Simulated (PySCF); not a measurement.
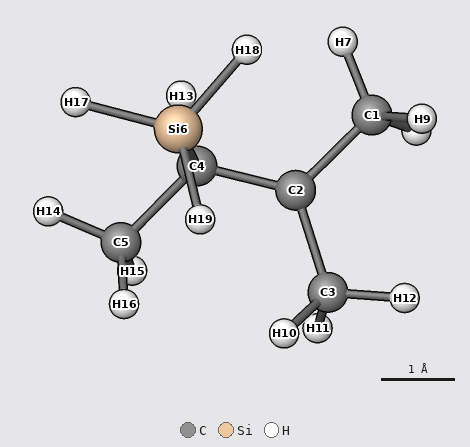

The structure as given in the input (ball-and-stick view, seen at a tilt; atoms are numbered from 1 in the order of the input). Bond lengths as drawn: C–C 1.39 to 1.51 Å, C–H 1.09 Å, C–Si 2.09 Å and H–Si 1.46 Å.

Run report: C₅H₁₃Si (charge +1), geometry relaxation

The run: geometry relaxation of C₅H₁₃Si, charge +1. Method and program: PBE0-D3(BJ)/def2-SVP geometry optimisation from the GFN2-xTB point and Hessian, gas phase (PySCF 2.14.0).

### What the program printed
```
step      E/eV     max force
  0    -13251.42335   1.1177
  1    -13251.51174   0.1868
  2    -13251.51474   0.3968
  3    -13251.50835   0.3126
  4    -13251.51990   0.1514
  5    -13251.52071   0.0401
  6    -13251.52086   0.0094
```

### Trajectory as extended XYZ (Å, eV, eV/Å), 6 of the 7 frames kept, from step=0 to step=6
```
19
Properties=species:S:1:pos:R:3:forces:R:3 step=0 energy=-13251.42335
C     0.9519    1.0215   -1.5200   -0.3740  -0.1820   0.0500
C     0.6439    0.1592   -0.3664    0.3780   0.4010  -0.0890
C     1.6348    0.1108    0.7226   -0.1910   0.2560  -0.1050
C    -0.5283   -0.5930   -0.3149   -0.4000  -0.2150   0.5150
C    -0.6506   -1.7592    0.6356    0.0040   0.1940  -0.0730
Si   -1.8334    0.8763    0.4004    0.8350  -0.5980  -0.4410
H     0.1810    1.0008   -2.2856   -0.2560   0.0100  -0.2910
H     1.8918    0.6863   -1.9650    0.4120  -0.1470  -0.1060
H     1.1292    2.0496   -1.2011    0.1210   0.3860   0.1570
H     1.1665    0.0996    1.7052   -0.1700  -0.0640   0.3830
H     2.1873   -0.8302    0.6464    0.1700  -0.4100  -0.0750
H     2.3500    0.9265    0.6642    0.2670   0.2640  -0.0020
H    -0.9883   -0.7766   -1.2838   -0.2570   0.1780  -0.5130
H    -1.6329   -2.2163    0.5595   -0.3750  -0.1780   0.0100
H     0.0880   -2.5184    0.3783    0.2590  -0.3020  -0.0820
H    -0.4831   -1.4763    1.6721    0.0390   0.0520   0.4550
H    -3.0534    0.0808    0.4233   -0.4590  -0.2230   0.0270
H    -1.7827    1.9490   -0.5859   -0.0970   0.4130  -0.2640
H    -1.2815    1.2188    1.7075    0.0920   0.1650   0.4450
19
Properties=species:S:1:pos:R:3:forces:R:3 step=1 energy=-13251.51174
C     0.9396    1.0173   -1.5271   -0.0940   0.0250  -0.0110
C     0.6390    0.1677   -0.3613    0.1250   0.0300  -0.0370
C     1.6246    0.1307    0.7344   -0.0270   0.0610   0.1370
C    -0.5327   -0.6062   -0.3089   -0.0090  -0.0880   0.0250
C    -0.6637   -1.7778    0.6388   -0.0160   0.0230   0.0340
Si   -1.7686    0.8627    0.3798    0.1040  -0.1250  -0.0920
H     0.1721    0.9878   -2.3047   -0.0980  -0.0090  -0.1060
H     1.8941    0.6743   -1.9585    0.1220  -0.0560  -0.0140
H     1.1239    2.0559   -1.2166    0.0440   0.1130   0.0450
H     1.1540    0.0247    1.7227    0.0210  -0.0220  -0.0020
H     2.2326   -0.7844    0.5960   -0.0030  -0.0270  -0.0370
H     2.3033    0.9907    0.7249    0.0440   0.0290   0.0010
H    -0.9934   -0.7634   -1.2953   -0.0950   0.0910  -0.1110
H    -1.6580   -2.2277    0.5625   -0.1240  -0.0440   0.0000
H     0.0711   -2.5499    0.3765    0.0880  -0.0940  -0.0350
H    -0.4956   -1.5058    1.6872    0.0080   0.0200   0.1480
H    -3.0235    0.0909    0.4406   -0.1540  -0.0790   0.0150
H    -1.7838    1.9642   -0.6004    0.0050   0.1090  -0.1050
H    -1.2449    1.2576    1.7019    0.0580   0.0420   0.1430
19
Properties=species:S:1:pos:R:3:forces:R:3 step=2 energy=-13251.51474
C     0.9409    1.0152   -1.5281   -0.0020   0.0130  -0.0160
C     0.6409    0.1663   -0.3583    0.0560   0.0200   0.0080
C     1.6257    0.1371    0.7412    0.1210  -0.1360   0.2720
C    -0.5293   -0.6135   -0.3085   -0.0510  -0.0220  -0.0200
C    -0.6770   -1.7846    0.6416   -0.0050  -0.0230   0.0160
Si   -1.7589    0.8639    0.3758    0.0290  -0.0360  -0.0220
H     0.1802    0.9727   -2.3163   -0.0180  -0.0040  -0.0160
H     1.9065    0.6732   -1.9446    0.0080  -0.0050  -0.0010
H     1.1172    2.0591   -1.2213    0.0110   0.0250   0.0110
H     1.1616   -0.0641    1.7294    0.2060   0.0740  -0.3310
H     2.2954   -0.7372    0.5341   -0.2080   0.3020   0.0730
H     2.2562    1.0439    0.7762   -0.1260  -0.2310   0.0060
H    -1.0017   -0.7494   -1.2965   -0.0150   0.0180  -0.0020
H    -1.6809   -2.2202    0.5636   -0.0170  -0.0050   0.0000
H     0.0492   -2.5692    0.3790    0.0130  -0.0170  -0.0060
H    -0.5075   -1.5159    1.6941   -0.0020   0.0080   0.0330
H    -3.0219    0.0936    0.4752   -0.0090  -0.0110  -0.0050
H    -1.7872    1.9473   -0.6336    0.0000   0.0210  -0.0150
H    -1.2191    1.2911    1.6894    0.0120   0.0080   0.0160
19
Properties=species:S:1:pos:R:3:forces:R:3 step=4 energy=-13251.51990
C     0.9385    1.0200   -1.5282    0.0010   0.0050  -0.0060
C     0.6418    0.1688   -0.3588    0.0210   0.0000  -0.0010
C     1.6299    0.1361    0.7379    0.0270  -0.0560   0.1120
C    -0.5286   -0.6125   -0.3072   -0.0080  -0.0090  -0.0050
C    -0.6740   -1.7832    0.6456    0.0010   0.0030   0.0070
Si   -1.7624    0.8582    0.3737    0.0150  -0.0120  -0.0050
H     0.1727    0.9839   -2.3122   -0.0070  -0.0010  -0.0060
H     1.8997    0.6720   -1.9509    0.0010  -0.0020  -0.0010
H     1.1250    2.0619   -1.2188    0.0040   0.0090   0.0040
H     1.1704   -0.0314    1.7267    0.0770   0.0190  -0.1290
H     2.2723   -0.7533    0.5501   -0.0750   0.1180   0.0210
H     2.2812    1.0219    0.7539   -0.0410  -0.0740   0.0060
H    -1.0025   -0.7473   -1.2947   -0.0090   0.0060  -0.0040
H    -1.6757   -2.2237    0.5647   -0.0150  -0.0050  -0.0010
H     0.0572   -2.5649    0.3879    0.0110  -0.0150  -0.0050
H    -0.5107   -1.5106    1.6987    0.0010   0.0060   0.0130
H    -3.0266    0.0874    0.4477   -0.0150  -0.0080   0.0020
H    -1.7809    1.9551   -0.6219    0.0030   0.0110  -0.0150
H    -1.2371    1.2710    1.6981    0.0070   0.0050   0.0130
19
Properties=species:S:1:pos:R:3:forces:R:3 step=5 energy=-13251.52071
C     0.9371    1.0221   -1.5270    0.0010   0.0050  -0.0020
C     0.6406    0.1684   -0.3590   -0.0040  -0.0050   0.0080
C     1.6262    0.1374    0.7403    0.0180  -0.0030   0.0190
C    -0.5284   -0.6158   -0.3093    0.0140  -0.0020  -0.0040
C    -0.6739   -1.7868    0.6439   -0.0020   0.0010   0.0020
Si   -1.7565    0.8585    0.3731   -0.0190   0.0030  -0.0010
H     0.1694    0.9898   -2.3099    0.0020   0.0000   0.0010
H     1.8961    0.6710   -1.9528   -0.0010  -0.0010   0.0000
H     1.1285    2.0627   -1.2153   -0.0010  -0.0030  -0.0020
H     1.1675   -0.0273    1.7260    0.0210  -0.0010  -0.0280
H     2.2667   -0.7499    0.5553   -0.0160   0.0330   0.0050
H     2.2786    1.0208    0.7563   -0.0240  -0.0320   0.0030
H    -1.0044   -0.7483   -1.2964   -0.0010   0.0020   0.0030
H    -1.6760   -2.2275    0.5620    0.0010   0.0020   0.0010
H     0.0577   -2.5690    0.3868    0.0000   0.0020   0.0000
H    -0.5119   -1.5132    1.6973    0.0010  -0.0010  -0.0010
H    -3.0216    0.0870    0.4578    0.0100   0.0080  -0.0010
H    -1.7793    1.9497   -0.6307    0.0000  -0.0060   0.0070
H    -1.2263    1.2798    1.6942    0.0020  -0.0020  -0.0100
19
Properties=species:S:1:pos:R:3:forces:R:3 step=6 energy=-13251.52086
C     0.9366    1.0228   -1.5256    0.0030  -0.0010  -0.0010
C     0.6404    0.1682   -0.3579   -0.0030  -0.0060   0.0000
C     1.6268    0.1364    0.7407    0.0000  -0.0050   0.0020
C    -0.5280   -0.6167   -0.3090    0.0030   0.0030  -0.0030
C    -0.6745   -1.7871    0.6447   -0.0020  -0.0020  -0.0010
Si   -1.7571    0.8589    0.3707   -0.0040   0.0050   0.0050
H     0.1695    0.9895   -2.3091    0.0030   0.0000   0.0030
H     1.8964    0.6730   -1.9507   -0.0030   0.0010   0.0010
H     1.1260    2.0636   -1.2136    0.0000  -0.0020  -0.0020
H     1.1712   -0.0333    1.7261    0.0040  -0.0030  -0.0060
H     2.2699   -0.7471    0.5516   -0.0020   0.0090  -0.0020
H     2.2762    1.0207    0.7585   -0.0040  -0.0010   0.0040
H    -1.0045   -0.7484   -1.2959    0.0030  -0.0020   0.0020
H    -1.6776   -2.2259    0.5645    0.0050   0.0020   0.0010
H     0.0555   -2.5708    0.3864   -0.0040   0.0050   0.0020
H    -0.5100   -1.5137    1.6979    0.0000  -0.0010  -0.0040
H    -3.0218    0.0878    0.4575    0.0050   0.0030   0.0010
H    -1.7809    1.9488   -0.6341    0.0010  -0.0060   0.0020
H    -1.2238    1.2823    1.6897   -0.0040  -0.0010  -0.0040
```

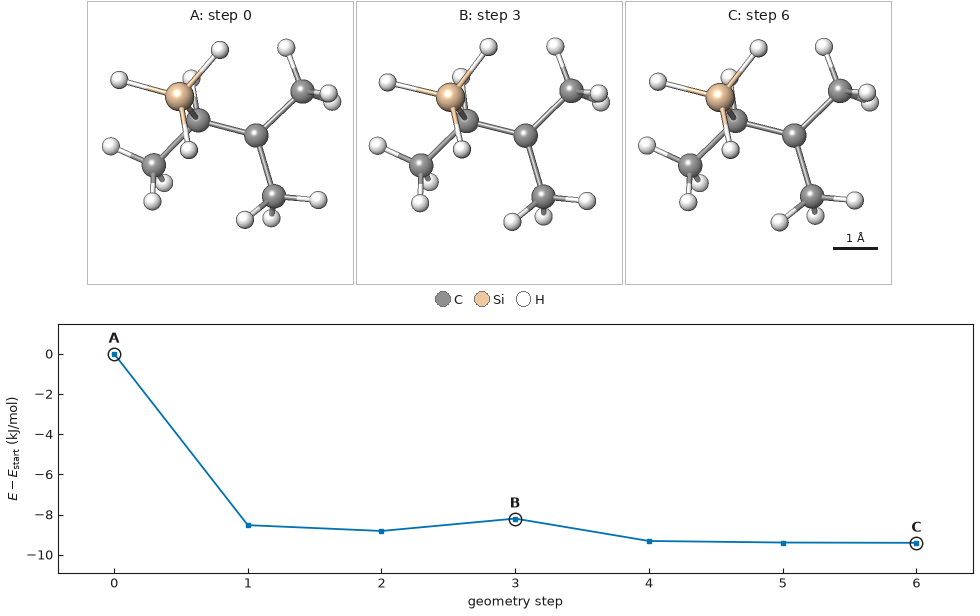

Frames of the relaxation (ball-and-stick view, seen at a tilt) above the curves, on which the letters mark them (steps are counted from 0).

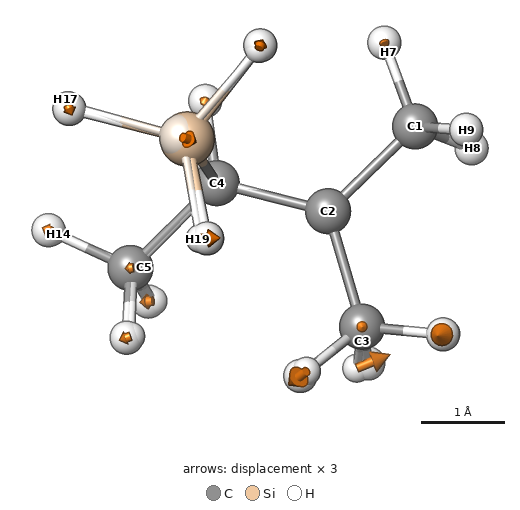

Start (faint) and end (solid) with the displacements as orange arrows, magnified 3 times (ball-and-stick view, seen at a tilt). The two geometries are laid on each other by the best rigid fit. Over 6 geometry steps the energy falls by 9.41 kJ/mol. The largest force component goes from 0.83 to 0.009 eV/Å. The largest moves after the best rigid fit, 0.15 Å, are those of H11 and H12. Largest moves by element: H 0.15 Å, Si 0.08 Å, C 0.04 Å. Distances before and after: C4–Si6 2.091 → 2.037 Å, Si6–H17 1.457 → 1.484 Å, C2–C4 1.394 → 1.408 Å, C1–H8 1.093 → 1.106 Å. Among the angles that change: C4–Si6–H18 105.3° → 108.4°, C4–Si6–H19 103.6° → 106.6°, C2–C4–Si6 99.1° → 96.2°. (Atoms are counted from 1 in the order of the input.)

The run was set up as follows.

### Input file
```
{"job": {"xc": "PBE0", "basis": "def2-SVP", "kind": "refine"}, "charge": 1, "multiplicity": 1}
C      0.951854     1.021467    -1.519998
C      0.643939     0.159203    -0.366414
C      1.634759     0.110833     0.722615
C     -0.528331    -0.593036    -0.314909
C     -0.650613    -1.759249     0.635621
Si    -1.833396     0.876277     0.400439
H      0.180993     1.000847    -2.285612
H      1.891776     0.686282    -1.965002
H      1.129177     2.049594    -1.201084
H      1.166506     0.099650     1.705249
H      2.187294    -0.830211     0.646369
H      2.350007     0.926514     0.664151
H     -0.988336    -0.776583    -1.283794
H     -1.632857    -2.216277     0.559499
H      0.088015    -2.518351     0.378342
H     -0.483076    -1.476315     1.672141
H     -3.053354     0.080815     0.423258
H     -1.782652     1.948972    -0.585854
H     -1.281509     1.218820     1.707521
```

The first line tells a small driver script what to run in PySCF; the rest is the geometry in Å.

Run as:
```bash
OMP_NUM_THREADS=1 python <driver script> task.json out
```

### Summary

| quantity | value |
| --- | --- |
| outcome | converged |
| total energy | −486.984413 hartree |
| hardware | 1 CPU thread, shared host |
| wall time | 1.8 min |
| peak memory | 0.63 GiB |
